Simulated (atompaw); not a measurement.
# Potentials for Ti that differ in a few settings

One potential is built and tested. Then a few of its settings are changed, to learn what that costs or gains.

The numbers are computed with atompaw 4.2.0.5 (PBE, scalar-relativistic, spin-unpolarised reference atom).

## Step 1: Settings

The settings as typed:

* element: titanium (Ti, Z = 22)
* type: PAW
* frozen core: [Ne]
* valence charge: 12
* reference configuration: 3s2 3p6 3d2 4s1.5 4p0 (charge +0.5)
* partial waves: 3s (bound): rc 1.48 bohr; 4s (bound): rc 2.35 bohr; 3p (bound): rc 1.65 bohr; 4p (bound, empty): rc 2.35 bohr; 3d (bound): rc 2.25 bohr; 3d channel at 3.7 Ry: rc 2.25 bohr
* local potential: vpsmatchnc scheme with l = 3 at 0.5 Ry, radius 1.65 bohr
* core correction: smooth core density matched at 1.60 bohr
* augmentation charge: besselshape compensation charge, radius 2.05 bohr; PAW radius 2.35 bohr; waves and projectors: custom polynom2 7 10 vanderbiltortho

The nodes and maxima of the atom's own shells, from an earlier all-electron run, set the scale for the radii.

All-electron outer shells of the reference configuration (PBE, scalar-relativistic, ld1.x):

| shell | level (eV) | outermost node (bohr) | outermost maximum (bohr) |
| --- | --- | --- | --- |
| 2s | -540.37 | 0.09 | 0.27 |
| 2p | -447.70 | – | 0.22 |
| 3s | -66.09 | 0.40 | 0.87 |
| 3p | -42.33 | 0.37 | 0.90 |
| 3d | -7.65 | – | 0.98 |
| 4s | -7.32 | 1.24 | 2.85 |
| 4p | -3.93 | 1.38 | 3.57 |

## Step 2: The first potential

Ti.input

```
Ti 22
GGA-PBE scalarrelativistic loggrid 1500 logderivrange -7 5 301
4 4 3 0 0 0
4 0 1.5
4 1 0
3 2 2
0 0 0
c
c
v
v
c
v
v
v
2
2.35 2.05 1.65 1.60
n
n
y
3.7
n
custom polynom2 7 10 vanderbiltortho besselshape
3 0.5 vpsmatchnc
1.48
2.35
1.65
2.35
2.25
2.25
PWSCFOUT
UPFDX 0.0125d0 UPFXMIN -7.d0 UPFZMESH 22.d0
END
```

Command:

```sh
$ atompaw < Ti.input > Ti.log
```

The output, the file Ti (summary file):

```text
 Completed calculations for Ti (AE)

 Exchange-correlation type: GGA, Perdew-Burke-Ernzerhof

 Radial integration grid is logarithmic 
 r0 =   3.7230371E-04 h =   8.1906817E-03   n =      1500 rmax =   8.0000000E+01

 Scalar relativistic calculation

 AEatom converged in  28 iterations
   nz     =  22.00
   delta  =       8.022227760065E-17

 All Electron Orbital energies:         
  n  l      occupancy      energy
  1  0      2.0000000E+00 -3.5811358E+02
  2  0      2.0000000E+00 -3.9716468E+01
  3  0      2.0000000E+00 -4.8577893E+00
  4  0      1.5000000E+00 -5.3780290E-01
  2  1      6.0000000E+00 -3.2905214E+01
  3  1      6.0000000E+00 -3.1109014E+00
  4  1      0.0000000E+00 -2.8872065E-01
  3  2      2.0000000E+00 -5.6217411E-01

 Total energy
   Total                    :    -1706.91305009643361

 ---
 Completed calculations for Ti (SC)

 Exchange-correlation type: GGA, Perdew-Burke-Ernzerhof

 Radial integration grid is logarithmic 
 r0 =   3.7230371E-04 h =   8.1906817E-03   n =      1500 rmax =   8.0000000E+01

 Scalar relativistic calculation

 SCatom converged in   3 iterations
   nz     =  22.00
   delta  =       3.577095586128E-18

 Valence Electron Orbital energies:         
  n  l      occupancy      energy
   3  0      2.0000000E+00 -4.8577893E+00
   4  0      1.5000000E+00 -5.3780290E-01
   3  1      6.0000000E+00 -3.1109014E+00
   4  1      0.0000000E+00 -2.8872065E-01
   3  2      2.0000000E+00 -5.6217411E-01

 Total energy
   Total                    :    -1706.91305010051065
   Valence                  :     -182.99038578000130

 PAW parameters: 
       lmax =            2
         rc =    2.3628785498500600     
        irc =         1070
   rc_shape =    2.0556980430715082     
    rc_vloc =    1.6613238130390993     
    rc_core =    1.6077642859252728     
   Vloc: VPS match (norm-conservation) with l= 3;e=   5.0000E-01
   Projector type: improved polynomial pseudization + Vanderbilt ortho.
   Bessel compensation charge shape zeroed at   2.0557E+00

 Number of basis functions     6
 No.   n  nodes  l      Energy         Cp coeff         Occ
  1    3    2    0   -0.4857789E+01  0.1968694E+00  0.2000000E+01
  2    4    3    0   -0.5378029E+00  0.4097325E+01  0.1500000E+01
  3    3    1    1   -0.3110901E+01  0.1470086E+01  0.6000000E+01
  4    4    2    1   -0.2887207E+00  0.8114639E+01  0.0000000E+00
  5    3    0    2   -0.5621741E+00  0.1090731E+02  0.2000000E+01
  6  999    1    2    0.3700000E+01 -0.9949119E+00  0.0000000E+00

 Eigenvalues of overlap operator (in the basis of projectors):
    1        3.66320779E-01
    2        5.93382474E-01
    3        8.93302987E-01
    4        2.63593890E+02
    5        3.18097055E+04
    6        6.22776112E+04

 Orbital leakage outside PAW augmentation regions
   orb  is_core?  %out_of_sphere
   1 0    T          -0.00
   2 0    T           0.00
   3 0    F           0.42
   4 0    F          79.52
   2 1    T           0.00
   3 1    F           1.29
   4 1    F          91.59
   3 2    F          16.21

 Summary of PAW energies
   Total valence energy     :   -182.99127846994102
   Smooth energy            :     -2.91549409208107
   One center               :   -180.07578437785995
   Smooth kinetic           :     23.29637323372070
   Vloc energy              :    -24.92440085413562
   Smooth exch-corr         :     -8.86923962557382
   One-center xc            :    -74.81496462715141
```

Wall time 2.8 s (1 thread, shared host).

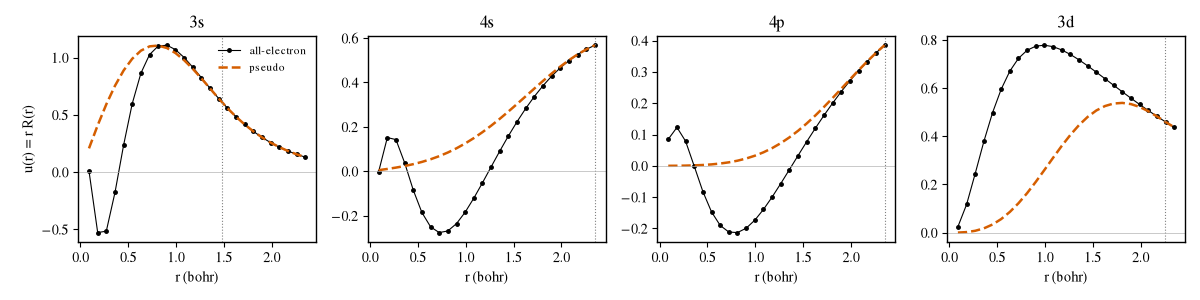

All-electron and pseudo partial waves (3s, 4s, 4p, 3d), with the matching radii dotted. The curves join 26 sampled radii, too few to resolve the innermost nodes.

## Step 3: Does it scatter like the atom?

Taken from the files of the generation run. The phase is arctan(r·u′/u) with u = r·R, unwrapped, with energies in Ry. A pole is an energy at which the radial function vanishes at the test radius. The pseudo phase is shifted by a multiple of π to meet the all-electron one at the reference energy. Levels narrower than the energy grid can be missing from the poles. The last column is the largest difference on the grid between −1 and +1 Ry.

| channel | radius (bohr) | reference (Ry) | poles AE | poles PS | window around the reference with phases within 0.05 rad (Ry) | largest difference near zero (rad) |
| --- | --- | --- | --- | --- | --- | --- |
| s | 2.36 | -0.54 | -4.79, 3.29 | -4.79, 1.76 | below 0.2 | 0.087 |
| p | 2.36 | -0.29 | -2.98, 4.29 | -2.98, 2.02 | below 0.4 | 0.248 |
| d | 2.36 | -0.56 | -0.15 | -0.14 | the whole range | 0.012 |

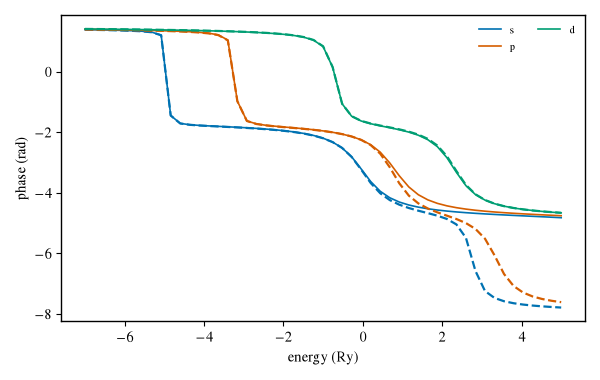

All-electron (solid) and pseudo (dashed) phases against energy.

## Step 4: Plane-wave convergence, by spherical Bessel functions

This step uses the generator's waves and projectors in a separate script. Basis: spherical Bessel functions vanishing at 20 bohr, q² up to the cutoff; potential fixed at the reference.

All-electron valence levels (Ry): 3s -4.8578, 4s -0.5378, 3p -3.1109, 4p -0.2887, 3d -0.5622. The lowest levels of each channel (Ry) by cutoff; the last column sums, over occupied levels, occupation times the distance from the level at 400 Ry. A positive value at high cutoff is not a bound level.

```csv
cutoff (Ry),s #1,s #2,p #1,p #2,d #1,f #1,Σ f·Δε (mRy)
8,-4.4646,-0.5369,-0.2880,-0.0482,-0.2988,0.0255,18251.9
12,-4.8140,-0.5375,-2.6799,-0.2881,-0.5567,0.0255,2685.0
18,-4.8566,-0.5378,-3.0959,-0.2886,-0.5611,0.0255,94.2
25,-4.8576,-0.5378,-3.1105,-0.2887,-0.5619,0.0255,3.3
35,-4.8577,-0.5378,-3.1106,-0.2887,-0.5620,0.0255,2.1
45,-4.8577,-0.5378,-3.1106,-0.2887,-0.5621,0.0255,1.9
55,-4.8577,-0.5378,-3.1107,-0.2887,-0.5621,0.0255,1.5
70,-4.8577,-0.5378,-3.1107,-0.2887,-0.5621,0.0255,1.3
90,-4.8578,-0.5378,-3.1107,-0.2887,-0.5622,0.0255,1.0
110,-4.8578,-0.5378,-3.1108,-0.2887,-0.5622,0.0255,0.8
400,-4.8578,-0.5378,-3.1109,-0.2887,-0.5622,0.0255,0.0
```

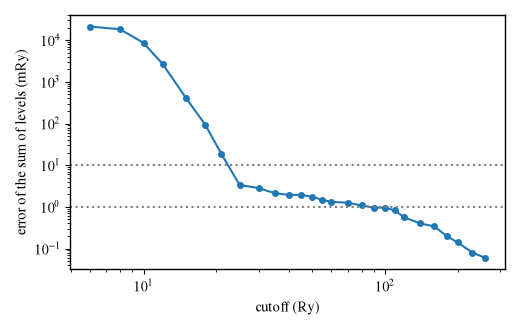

Occupation-weighted error of the valence levels against the cutoff; the dotted lines mark 10 and 1 mRy.

The sum stays within 10 mRy from 25 Ry and within 1 mRy from 90 Ry. The sum leaves out empty levels, which can need more. Ghost test: no level below the all-electron spectrum of its channel (s, p, d, f tested).

## Step 5: Variant: waves 3s (bound): rc 1.92 bohr

Edit Ti.input of step 2 so:

```diff
@@ -24,3 +24,3 @@
 3 0.5 vpsmatchnc
-1.48
+1.92
 2.35
```

Command:

```sh
$ atompaw < Ti.input > Ti.log
```

What the program wrote to the file Ti (summary file):

```text
 Completed calculations for Ti (AE)

 Exchange-correlation type: GGA, Perdew-Burke-Ernzerhof

 Radial integration grid is logarithmic 
 r0 =   3.7230371E-04 h =   8.1906817E-03   n =      1500 rmax =   8.0000000E+01

 Scalar relativistic calculation

 AEatom converged in  28 iterations
   nz     =  22.00
   delta  =       8.022227760065E-17

[... all-electron levels as in step 2 ...]

 Total energy
   Total                    :    -1706.91305009643361

 ---
 Completed calculations for Ti (SC)

 Exchange-correlation type: GGA, Perdew-Burke-Ernzerhof

 Radial integration grid is logarithmic 
 r0 =   3.7230371E-04 h =   8.1906817E-03   n =      1500 rmax =   8.0000000E+01

 Scalar relativistic calculation

 SCatom converged in   3 iterations
   nz     =  22.00
   delta  =       3.577095586128E-18

 Valence Electron Orbital energies:         
  n  l      occupancy      energy
   3  0      2.0000000E+00 -4.8577893E+00
   4  0      1.5000000E+00 -5.3780290E-01
   3  1      6.0000000E+00 -3.1109014E+00
   4  1      0.0000000E+00 -2.8872065E-01
   3  2      2.0000000E+00 -5.6217411E-01

 Total energy
   Total                    :    -1706.91305010051065
   Valence                  :     -182.99038578000130

 PAW parameters: 
       lmax =            2
         rc =    2.3628785498500600     
        irc =         1070
   rc_shape =    2.0556980430715082     
    rc_vloc =    1.6613238130390993     
    rc_core =    1.6077642859252728     
   Vloc: VPS match (norm-conservation) with l= 3;e=   5.0000E-01
   Projector type: improved polynomial pseudization + Vanderbilt ortho.
   Bessel compensation charge shape zeroed at   2.0557E+00

 Number of basis functions     6
 No.   n  nodes  l      Energy         Cp coeff         Occ
  1    3    2    0   -0.4857789E+01  0.2460015E+00  0.2000000E+01
  2    4    3    0   -0.5378029E+00  0.3937407E+01  0.1500000E+01
  3    3    1    1   -0.3110901E+01  0.1470086E+01  0.6000000E+01
  4    4    2    1   -0.2887207E+00  0.8114639E+01  0.0000000E+00
  5    3    0    2   -0.5621741E+00  0.1090731E+02  0.2000000E+01
  6  999    1    2    0.3700000E+01 -0.9949119E+00  0.0000000E+00

 Eigenvalues of overlap operator (in the basis of projectors):
    1        4.69365280E-01
    2        5.93382474E-01
    3        8.93302987E-01
    4        3.32552206E+02
    5        3.18097055E+04
    6        6.22776112E+04

 Orbital leakage outside PAW augmentation regions
   orb  is_core?  %out_of_sphere
   1 0    T          -0.00
   2 0    T           0.00
   3 0    F           0.42
   4 0    F          79.52
   2 1    T           0.00
   3 1    F           1.29
   4 1    F          91.59
   3 2    F          16.21

 Summary of PAW energies
   Total valence energy     :   -182.99127570839673
   Smooth energy            :      0.31895412798863
   One center               :   -183.31022983638536
   Smooth kinetic           :     22.06707352433648
   Vloc energy              :    -21.56491983546446
   Smooth exch-corr         :     -8.12706694300787
   One-center xc            :    -75.55713730971738
```

Wall time 2.6 s (1 thread, shared host).

Compared with the first run, the loose cutoff stays at 25 Ry and there is no bound ghost.

## Step 6: Changed: waves 3s (bound): rc 2.08 bohr

Edit Ti.input of step 5 so:

```diff
@@ -24,3 +24,3 @@
 3 0.5 vpsmatchnc
-1.92
+2.08
 2.35
```

Command:

```sh
$ atompaw < Ti.input > Ti.log
```

Output in the file Ti (summary file):

```text
 Completed calculations for Ti (AE)

 Exchange-correlation type: GGA, Perdew-Burke-Ernzerhof

 Radial integration grid is logarithmic 
 r0 =   3.7230371E-04 h =   8.1906817E-03   n =      1500 rmax =   8.0000000E+01

 Scalar relativistic calculation

 AEatom converged in  28 iterations
   nz     =  22.00
   delta  =       8.022227760065E-17

[... all-electron levels as in step 2 ...]

 Total energy
   Total                    :    -1706.91305009643361

 ---
 Completed calculations for Ti (SC)

 Exchange-correlation type: GGA, Perdew-Burke-Ernzerhof

 Radial integration grid is logarithmic 
 r0 =   3.7230371E-04 h =   8.1906817E-03   n =      1500 rmax =   8.0000000E+01

 Scalar relativistic calculation

 SCatom converged in   3 iterations
   nz     =  22.00
   delta  =       3.577095586128E-18

 Valence Electron Orbital energies:         
  n  l      occupancy      energy
   3  0      2.0000000E+00 -4.8577893E+00
   4  0      1.5000000E+00 -5.3780290E-01
   3  1      6.0000000E+00 -3.1109014E+00
   4  1      0.0000000E+00 -2.8872065E-01
   3  2      2.0000000E+00 -5.6217411E-01

 Total energy
   Total                    :    -1706.91305010051065
   Valence                  :     -182.99038578000130

 PAW parameters: 
       lmax =            2
         rc =    2.3628785498500600     
        irc =         1070
   rc_shape =    2.0556980430715082     
    rc_vloc =    1.6613238130390993     
    rc_core =    1.6077642859252728     
   Vloc: VPS match (norm-conservation) with l= 3;e=   5.0000E-01
   Projector type: improved polynomial pseudization + Vanderbilt ortho.
   Bessel compensation charge shape zeroed at   2.0557E+00

 Number of basis functions     6
 No.   n  nodes  l      Energy         Cp coeff         Occ
  1    3    2    0   -0.4857789E+01  0.4321236E+00  0.2000000E+01
  2    4    3    0   -0.5378029E+00  0.3413386E+01  0.1500000E+01
  3    3    1    1   -0.3110901E+01  0.1470086E+01  0.6000000E+01
  4    4    2    1   -0.2887207E+00  0.8114639E+01  0.0000000E+00
  5    3    0    2   -0.5621741E+00  0.1090731E+02  0.2000000E+01
  6  999    1    2    0.3700000E+01 -0.9949119E+00  0.0000000E+00

 Eigenvalues of overlap operator (in the basis of projectors):
    1        5.93382474E-01
    2        8.11812298E-01
    3        8.93302987E-01
    4        6.75835127E+02
    5        3.18097055E+04
    6        6.22776112E+04

 Orbital leakage outside PAW augmentation regions
   orb  is_core?  %out_of_sphere
   1 0    T          -0.00
   2 0    T           0.00
   3 0    F           0.42
   4 0    F          79.52
   2 1    T           0.00
   3 1    F           1.29
   4 1    F          91.59
   3 2    F          16.21

 Summary of PAW energies
   Total valence energy     :   -182.99126615890884
   Smooth energy            :      5.56085784779127
   One center               :   -188.55212400670013
   Smooth kinetic           :     20.14103712997235
   Vloc energy              :    -16.17441263851559
   Smooth exch-corr         :     -6.92316042726657
   One-center xc            :    -76.76104382545866
```

It took 2.6 s on 1 thread, shared host.

Against the first potential, the loose cutoff stays at 25 Ry and there is no bound ghost.

## Step 7: All runs side by side

Cutoffs, loose and tight: the cutoffs (Ry, on a coarse ladder) from which the occupation-weighted sum of valence levels, in a spherical-Bessel basis at the reference potential, stays within 10 and 1 mRy of its value at 400 Ry; empty and scattering waves don't count. The number of plane waves in a given cell goes as the cutoff to the power 3/2; it is given for the loose cutoff, relative to the first potential. The phase difference is the largest within 1 Ry of zero, over the channels with partial waves.

| change | outcome | cutoff, loose | cutoff, tight | plane waves, relative | bound ghosts | phase difference near zero (rad) | lowest overlap eigenvalue (Bessel basis) |
| --- | --- | --- | --- | --- | --- | --- | --- |
| first potential | generated | 25 Ry | 90 Ry | 1.00 | none | 0.248 | 0.427 |
| waves 3s (bound): rc 1.92 bohr | generated | 25 Ry | 80 Ry | 1.00 | none | 0.248 | 0.456 |
| waves 3s (bound): rc 2.08 bohr | generated | 25 Ry | 80 Ry | 1.00 | none | 0.248 | 0.523 |

In words: 

The first potential by itself. The potential is soft on the atom at that tolerance: the looser tolerance needs 25 Ry. The tighter tolerance needs 90 Ry, and converged work needs a cutoff nearer that. No bound ghost shows below the valence levels. Near zero energy the largest phase difference among the channels read is 0.25 rad, in the p channel.
